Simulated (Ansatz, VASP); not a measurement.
# Cross-check of Nb between VASP and Ansatz

One calculation is typed for both programs; each brings its own data sets. How far apart do they land? The cell is taken from a series of VASP runs on this material, whose earlier steps may have relaxed, scaled or displaced it; both programs get it as it stands. Valence electrons are named where the data sets of a main pair hold unlike numbers.

Program: Ansatz 0.2.0. Level of theory: plane waves, with VASP 6.6.1 beside it; band structure at PBE. Results are calculated unless marked as measured.

### 1. The starting structure

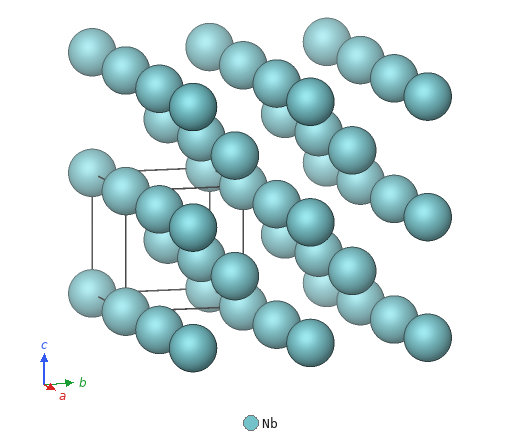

The starting structure, seen slightly off an axis (niobium teal). 3×2×2 cells are drawn. This picture shows the conventional cell, with its axes. Some periodic images of atoms are drawn too.

### 2. Ansatz: band structure, PBE

Ansatz runs on its default PAW (the set named soft_2) files.

With cell and atoms fixed, the geometry can't cause a difference; cores, projectors, grids and the points listed under the comparison can.

The input, input.yaml:

```yaml
crystal:
  lattice:
    - [-1.6545545069, 1.6545545069, 1.6545545069]
    - [1.6545545069, -1.6545545069, 1.6545545069]
    - [1.6545545069, 1.6545545069, -1.6545545069]
  atoms:
    - { symbol: Nb, position: [0.0, 0.0, 0.0] }
hamiltonian:
  xc: pbe
  pseudopotentials: { kind: paw }
kpoints:
  mp_grid: { grid: [11, 11, 11] }
  band_path:
    path:
      - [0.0, 0.0, 0.0]
      - [0.1, -0.1, 0.1]
      - [0.2, -0.2, 0.2]
      - [0.3, -0.3, 0.3]
      - [0.43333, -0.43333, 0.43333]
      - [0.5, -0.5, 0.5]
      - [0.4, -0.4, 0.5]
      - [0.3, -0.3, 0.5]
      - [0.16667, -0.16667, 0.5]
      - [0.06667, -0.06667, 0.5]
      - [0.0, 0.0, 0.5]
      - [0.0, 0.0, 0.36667]
      - [0.0, 0.0, 0.26667]
      - [0.0, 0.0, 0.16667]
      - [0.0, 0.0, 0.06667]
      - [0.01667, 0.01667, 0.01667]
      - [0.06667, 0.06667, 0.06667]
      - [0.11667, 0.11667, 0.11667]
      - [0.16667, 0.16667, 0.16667]
      - [0.23333, 0.23333, 0.23333]
      - [0.26667, 0.2, 0.26667]
      - [0.31667, 0.05, 0.31667]
      - [0.38333, -0.15, 0.38333]
      - [0.43333, -0.3, 0.43333]
      - [0.48333, -0.45, 0.48333]
      - [0.23333, 0.23333, 0.26667]
      - [0.16667, 0.16667, 0.33333]
      - [0.11667, 0.11667, 0.38333]
      - [0.06667, 0.06667, 0.43333]
      - [0.0, 0.0, 0.5]
    npoints: 1
scf:
  occupations: { method: methfessel_paxton, width: 0.2 }
  n_extra_bands: 6
output:
  forces: true
  stress: true
  eigenvalues: true
```

Launch:

```bash
> ansatz run input.yaml --threads 2 --pin off --max-ram 4608MiB --backend cpu --events-out ev --progress --plain --runs-dir out
```

Numbers of over 12 decimals in the logs are rounded to 6 here.

The program printed:

```text
scf.n_extra_bands = 6 over 7 filled bands (N_el = 13.0): the run solves 13 bands
Engine: ansatz 0.2.0, x86_64-unknown-linux-gnu
Pseudopotentials: kind: paw
Pseudopotential: Nb, paw, valence charge 13, recommended cutoff 420 eV (normal), Nb.paw.azcp
Functional definition: PBE
  parameter kappa = 0.804
  parameter beta = 0.066725
  exchange = pbe_x(kappa = kappa, mu = beta*pi^2/3)
  correlation = pbe_c(beta = beta)
Crystal: 1 atoms, lattice volume = 18.118 Å³
Basis set: ecut = 420 eV, 369 PW (Γ), exchange–correlation on 40×40×40 points (8 copies of the dense FFT grid, shifted against one another)
Bands: 13, of which v1, the nominal top of the filled ones, is band 7 counted from 1 (6 counted from 0)
Symmetry: 48 space group operations
Space group: Im-3m (ITA 229), of the structure as read, at distance tolerance 2.6e-5 Å
k-points: 56 of 1331
Non-local potential: Nb, projectors of the file, l = 0: 3, l = 1: 2, l = 2: 2, l = 3: 1
PAW form: soft (Blöchl's): semilocal exchange-correlation on the pseudo side does not see the compensation charge
PAW one-centre angular grid: Nb, 590 points (default); XC on 64 Gauss nodes
Initial density: superposition of atomic densities (neutral atoms: chi_scale 0, normalization atom), corrected by the library's trained network
Initial wavefunctions: pseudopotential atomic-orbital guess
Functional: x = pbe(κ = 0.804, μ = 0.219515), c = pbe(β = 0.066725)
SCF iter   1: F=—  HF=-4552.275428 eV  |F-HF|=—  |Δ(HF+E_count)|=         —  Δρ=3.82e-3  dr2=2.38e-3  ethr=1.77e-3  ⟨swp⟩=5.0  Hψ=3917  notcnv=0
preconditioner: auto → none  [metal: Δε(μ)=0.060 eV  Ē_g=10.551 eV  σ=0.200 eV  W_gap=0.25  n_scr=0 (ndim 8)  ℏωp=19.5 eV  f_vac=0.000  D(μ)=1.89/eV (n_scr^D=18)]
SCF iter   2: F=—  HF=-4552.274883 eV  |F-HF|=—  |Δ(HF+E_count)|=   5.45e-4  S|Δr|=    0.00e0  Δρ=1.48e-3  dr2=2.01e-4  ethr=1.83e-5  ⟨swp⟩=2.3  Hψ=1402  notcnv=0
SCF iter   3: F=—  HF=-4552.274889 eV  |F-HF|=—  |Δ(HF+E_count)|=   5.74e-6  S|Δr|=    0.00e0  Δρ=4.51e-4  dr2=1.95e-5  ethr=1.55e-6  ⟨swp⟩=1.0  Hψ=643  notcnv=0
SCF iter   4: F=—  HF=-4552.274892 eV  |F-HF|=—  |Δ(HF+E_count)|=   2.87e-6  S|Δr|=    0.00e0  Δρ=3.58e-5  dr2=5.05e-8  ethr=7.69e-10  ⟨swp⟩=6.9  Hψ=3546  notcnv=0
SCF iter   5: F=-4552.274892 eV  HF=-4552.274892 eV  |F-HF|=5.95e-10  |Δ(HF+E_count)|=   4.16e-8  S|Δr|=    0.00e0  Δρ=4.03e-6  dr2=1.12e-9  ethr=3.88e-10  ⟨swp⟩=2.2  Hψ=2219  notcnv=0
SCF 1 converged in 5 iterations: F = -4552.274892 eV  dr2 = 1.12e-9
  greatest PAW one-centre occupation: 0.998 electrons in one spin orbital (limit 2), on the Nb atom at site 0 (counted from 0), in its partial waves of l = 0
NSCF: frozen V_eff on 30 k-points
SCF converged after 5 iterations
Stability not checked: this state was not tested for a lower state beside it, because cold or Methfessel-Paxton smearing, or corrected tetrahedra, fill the levels in a way that the test cannot read (fill_not_monotonic; see scf.lower_state_search)
Free energy (F): -4552.274892 eV
Harris-Foulkes:  -4552.274892 eV  (|F-HF|=5.95e-10)
Internal energy: -4552.273234 eV  (E = F + TS)
E sigma→0 (E₀):  -4552.274478 eV
Entropy (-TS):   -0.001657 eV (-1.657 meV/atom)
Fermi energy:    17.613160 eV
--- Per-component energies (eV) ---
  E_band       = -69.042726
  E_kinetic    = 395.020971
  E_local      = -696.661475  (includes V_loc(G=0)·N_el)
  E_nonlocal   = 119.829241
  E_hartree    = 216.796840
  E_xc         = -175.700988
  E_vxc        = -213.163903  (∫ρ·V_xc dr)
  E_paw        = -3073.399967  (= ΣΔE_a)
  E_vpaw       = -107.661877  (= ΣTr[D̂ρ^β])
  E_aug_tail   = 0.000006  (compensation charges beyond the density's cutoff)
  E_ewald      = -1338.157861
  E_smearing   = -0.001657  (= −TS)
  E_closure    = 0.000000  (closes the sum)
  Σ components = -4552.274892   (vs F -4552.274892, Δ=0.00e0)
--- Forces (eV/Å), atoms counted from 1 ---
  atom   1  Nb    -0.00000000    -0.00000000     0.00000000
  max |Σ_I F_I| component: 7.19e-32 eV/Å
--- Stress (GPa, compression-positive) ---
        0.873587      -0.000000       0.000000
        0.000000       0.873587       0.000000
       -0.000000      -0.000000       0.873587
  P = ⅓ Tr σ = 0.8736 GPa (8.736 kbar)
--- Band table (eV; the first three rows and the last of 56) ---
  k-point 0: bands = [... 3 lower, -12.0236, 11.7569, 18.0158, 18.0158, 18.0158, 20.9058, 20.9058, 31.7755, ... 2 higher]
  k-point 1: bands = [... 3 lower, -12.0245, 12.0907, 17.8127, 17.9593, 18.3387, 20.6183, 20.9086, 32.0356, ... 2 higher]
  k-point 2: bands = [... 3 lower, -12.0270, 12.9609, 17.3173, 17.7026, 19.2742, 20.3078, 20.9550, 32.3585, ... 2 higher]
  k-point 55: bands = [... 3 lower, -12.9174, 14.0542, 14.1080, 22.6106, 22.6106, 23.0542, 26.2354, 27.4598, ... 2 higher]
```

The job ended after 0.46 s (2 threads of AMD EPYC 9R14 (Zen 4), shared host; peak memory 0.32 GiB).

In the SCF lines HF is the Harris–Foulkes energy and dr2 the Hartree energy of the density residual, in eV; the loop may stop once dr2 is under the threshold and the program's other checks hold. Hψ counts applications of the Hamiltonian.

### 3. VASP: band structure, PBE

The same cell, functional, mesh and smearing now go to VASP, with its own data sets.

Lines of VASP's logs that name or quote its potential files are left out, and so is its time.

The input, INCAR:

```
SYSTEM = Nb
PREC = Accurate
ENCUT = 400
EDIFF = 1E-06
NELM = 100
ISMEAR = 1
SIGMA = 0.2
LREAL = .FALSE.
ALGO = Normal
GGA = PE
NBANDS = 17
LORBIT = 11
LWAVE = .FALSE.
LCHARG = .FALSE.
KPAR = 2
```

The input, POSCAR:

```
Nb
1.0
   -1.6545545069      1.6545545069      1.6545545069
    1.6545545069     -1.6545545069      1.6545545069
    1.6545545069      1.6545545069     -1.6545545069
Nb
1
Direct
    0.0000000000      0.0000000000      0.0000000000
```

The input, KPOINTS:

```
Automatic mesh
0
Gamma
11 11 11
0 0 0
```

The input, KPOINTS_OPT:

```
Line mode
16
Line-mode
Reciprocal
  0.00000000   0.00000000   0.00000000 GAMMA
  0.50000000  -0.50000000   0.50000000 H

  0.50000000  -0.50000000   0.50000000 H
  0.00000000   0.00000000   0.50000000 N

  0.00000000   0.00000000   0.50000000 N
  0.00000000   0.00000000   0.00000000 GAMMA

  0.00000000   0.00000000   0.00000000 GAMMA
  0.25000000   0.25000000   0.25000000 P

  0.25000000   0.25000000   0.25000000 P
  0.50000000  -0.50000000   0.50000000 H

  0.25000000   0.25000000   0.25000000 P
  0.00000000   0.00000000   0.50000000 N
```

Potentials, in the order of the species: Nb_sv (PBE family, release 64).

Launch:

```bash
> mpirun -np 2 vasp_std
```

The program printed:

```text
[banner, memory and clock lines left out]
running    2 mpi-ranks, on    1 nodes
 distrk:  each k-point on    1 cores,    2 groups
 distr:  one band on    1 cores,    1 groups

 POSCAR found type information on POSCAR Nb
 POSCAR found :  1 types and       1 ions
 LDA part: xc-table for (Slater+PW92), standard interpolation
 POSCAR, INCAR and KPOINTS ok, starting setup
 FFT: planning ... GRIDC
 FFT: planning ... GRID_SOFT
 FFT: planning ... GRID
 WAVECAR not read
 entering main loop
       N       E                     dE             d eps       ncg     rms          rms(c)
DAV:   1     0.992863673726E+02    0.99286E+02   -0.58448E+03  1936   0.629E+02
DAV:   2    -0.772050914129E+01   -0.10701E+03   -0.10129E+03  2176   0.251E+02
DAV:   3    -0.105421976300E+02   -0.28217E+01   -0.27717E+01  2690   0.389E+01
DAV:   4    -0.106385201136E+02   -0.96322E-01   -0.96151E-01  2468   0.611E+00
DAV:   5    -0.106420059303E+02   -0.34858E-02   -0.34857E-02  2797   0.950E-01    0.734E+00
DAV:   6    -0.102463692822E+02    0.39564E+00   -0.32296E-01  2624   0.661E+00    0.256E+00
DAV:   7    -0.101999261430E+02    0.46443E-01   -0.11350E-01  3102   0.365E+00    0.942E-01
DAV:   8    -0.102047758999E+02   -0.48498E-02   -0.12138E-02  2037   0.102E+00    0.895E-02
DAV:   9    -0.102047629632E+02    0.12937E-04   -0.74754E-04  2969   0.247E-01    0.303E-02
DAV:  10    -0.102047686508E+02   -0.56876E-05   -0.18387E-05  2138   0.383E-02    0.932E-03
DAV:  11    -0.102047612218E+02    0.74290E-05   -0.25286E-06  2805   0.170E-02    0.279E-03
DAV:  12    -0.102047609255E+02    0.29625E-06   -0.10018E-07  1209   0.328E-03
   1 F= -.10204761E+02 E0= -.10204256E+02  d E =-.151384E-02
 Start KPOINTS_OPT (optional k-point list driver)
k-point batch [1-56\96]
       N       E                     dE             ncg
DAV:   1    -0.270308047396E+04   -0.21473E+05     1928
DAV:   2    -0.882307184041E+04   -0.61200E+04     2181
DAV:   3    -0.897384973806E+04   -0.15078E+03     2740
DAV:   4    -0.897811234724E+04   -0.42626E+01     2353
DAV:   5    -0.897822136737E+04   -0.10902E+00     2693
DAV:   6    -0.897822352598E+04   -0.21586E-02     2504
DAV:   7    -0.897822356451E+04   -0.38528E-04     2389
DAV:   8    -0.897822356642E+04   -0.19091E-05     1811
DAV:   9    -0.897822356658E+04   -0.16391E-06     1424
k-point batch [57-96\96]
       N       E                     dE             ncg
DAV:   1    -0.687208439234E+03   -0.23328E+05     1392
DAV:   2    -0.484669171270E+04   -0.41595E+04     1597
DAV:   3    -0.493737207161E+04   -0.90680E+02     1902
DAV:   4    -0.493949383103E+04   -0.21218E+01     1704
DAV:   5    -0.493954627820E+04   -0.52447E-01     1950
DAV:   6    -0.493954801773E+04   -0.17395E-02     1729
DAV:   7    -0.493954808361E+04   -0.65879E-04     1704
DAV:   8    -0.493954808447E+04   -0.86177E-06     1334
```

Parts of OUTCAR (step 3):

```text
ion  position               nearest neighbor table
   1  0.000  0.000  0.000-

  LATTYP: Found a body centered cubic cell.
 ALAT       =     3.3091090138

 Subroutine GETGRP returns: Found 48 space group operations
 (whereof 48 operations were pure point group operations)

The static configuration has the point symmetry O_h .

 Found     56 irreducible k-points:

   k-points           NKPTS =     56   k-points in BZ     NKDIM =     56   number of bands    NBANDS=     17

   dimension x,y,z NGX =    20 NGY =   20 NGZ =   20
   dimension x,y,z NGXF=    40 NGYF=   40 NGZF=   40

   ENCUT  =  400.0 eV  29.40 Ry    5.42 a.u.   4.67  4.67  4.67*2*pi/ulx,y,z

   NELECT =      13.0000    total number of electrons

 k-points in reciprocal lattice and weights: Automatic mesh
   0.00000000  0.00000000  0.00000000       0.001
   0.09090909  0.00000000  0.00000000       0.009
   0.18181818  0.00000000  0.00000000       0.009
   0.27272727  0.00000000  0.00000000       0.009
   0.36363636  0.00000000  0.00000000       0.009
   0.45454545  0.00000000  0.00000000       0.009
   0.09090909  0.09090909  0.00000000       0.018
   0.18181818  0.09090909  0.00000000       0.036
   0.27272727  0.09090909  0.00000000       0.036
[...]
-0.45454545 -0.45454545  0.36363636       0.006
  -0.45454545  0.45454545  0.45454545       0.005

 average (electrostatic) potential at core
       1 -76.8798

 E-fermi :  11.0570

 k-point     1 :       0.0000    0.0000    0.0000
  band No.  band energies     occupation
      1     -43.2825      2.00000
      2     -18.5962      2.00000
      3     -18.5962      2.00000
      4     -18.5962      2.00000
      5       5.1827      2.00000
      6      11.4646     -0.01412
      7      11.4646     -0.01412
      8      11.4646     -0.01412
      9      14.3523     -0.00000
     10      14.3523     -0.00000
    ...

 k-point     2 :       0.0909    0.0000    0.0000
  band No.  band energies     occupation
      1     -43.2639      2.00000
      2     -18.7100      2.00000
      3     -18.6308      2.00000
      4     -18.5972      2.00000
      5       5.5163      2.00000
      6      11.2613     -0.05444
      7      11.4073     -0.03273
      8      11.7869     -0.00000
      9      14.0648     -0.00000
     10      14.3542     -0.00000
    ...

 k-point     3 :       0.1818    0.0000    0.0000
  band No.  band energies     occupation
    ...
      2     -19.0071      2.00000
      3     -18.7226      2.00000
      4     -18.6001      2.00000
      5       6.3875      2.00000
      6      10.7654      2.05895
      7      11.1488      0.30628
      8      12.7212     -0.00000
      9      13.7536     -0.00000
     10      14.3997     -0.00000
     11      25.8805      0.00000
    ...

  Total       -0.0062262     -0.0062262     -0.0062262      0.0000000      0.0000000     -0.0000000
  in kB       -0.5505886     -0.5505886     -0.5505886      0.0000000      0.0000000     -0.0000000
  external PRESSURE =      -0.5505886 kB  Pullay stress =       0.0000000 kB

  energy-cutoff  :      400.00
  volume of cell :       18.12
      direct lattice vectors                 reciprocal lattice vectors
    -1.654554507  1.654554507  1.654554507     0.000000000  0.302196149  0.302196149
     1.654554507 -1.654554507  1.654554507     0.302196149  0.000000000  0.302196149
     1.654554507  1.654554507 -1.654554507     0.302196149  0.302196149  0.000000000

 POSITION                                       TOTAL-FORCE (eV/Angst)
 -----------------------------------------------------------------------------------
      0.00000      0.00000      0.00000        -0.000000     -0.000000     -0.000000
 -----------------------------------------------------------------------------------
    total drift:                                0.000000     -0.000000      0.000000

  FREE ENERGIE OF THE ION-ELECTRON SYSTEM (eV)
  ---------------------------------------------------
  free  energy   TOTEN  =       -10.2047609255 eV

  energy  without entropy=      -10.2032470849  energy(sigma->0) =      -10.20425631

 total charge
# of ion       s       p       d       tot
------------------------------------------
    1        2.220   6.000   2.503  10.723

[... 3 further parts left out ...]
```

This run has no spin polarisation. Its electron count is odd, so without a moment it is a metal by construction. The k-mesh is coarse for a metal.

### 4. Side by side

Known differences besides the potentials themselves: the cutoff is 420 eV in Ansatz and 400 eV in VASP; VASP leaves aspherical gradient terms in its spheres out (LASPH is not set), Ansatz keeps them. Total energies have different zeros and are not compared.

Compared:

```tsv
quantity	Ansatz	VASP	difference
pressure (GPa)	0.87	-0.06	+0.93
```

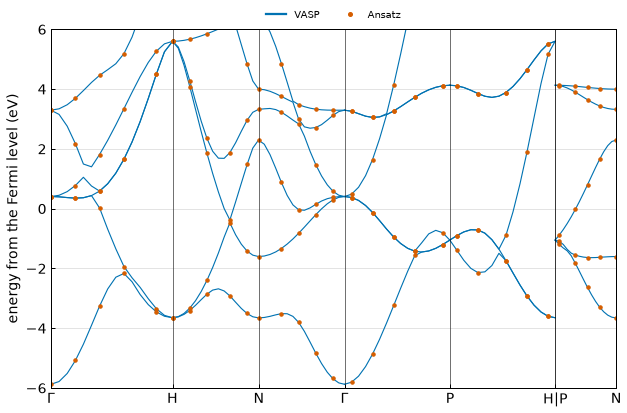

Bands from VASP (lines) and levels from Ansatz (dots). Dots without a line are higher empty bands that the VASP plot leaves out.

Levels from 3 eV below to 2 eV above the Fermi level differ by 4 meV r.m.s. and 10 meV at most; each VASP level is matched to the nearest of Ansatz, which flatters the figure a little.

### 5. What came out

| Quantity | Value |
| --- | --- |
| r.m.s. difference of levels near the Fermi level (band structure, PBE) | 3.6 meV |
| difference in pressure (band structure, PBE) | 0.93 GPa |

**Reading.** The difference in pressure is 0.93 GPa (band structure, PBE), within the 1 GPa picked in this series as the mark of a large difference. 1 further run of this series is not shown here. How closely two codes agree says nothing of how well the functional describes the real material.

[Lines on the potential files, build, host, timing and source positions are cut from VASP's logs without a mark.]

[Logs are printed without paths, hosts, clocks, repeated set-up lines and the standing remarks that a program may print on its own settings, such as how far it seeks lower states.]

[Hosts, paths, dates, database ids (printed as entryN), source tags and the programs' standing remarks are cut or masked in the printed files.]
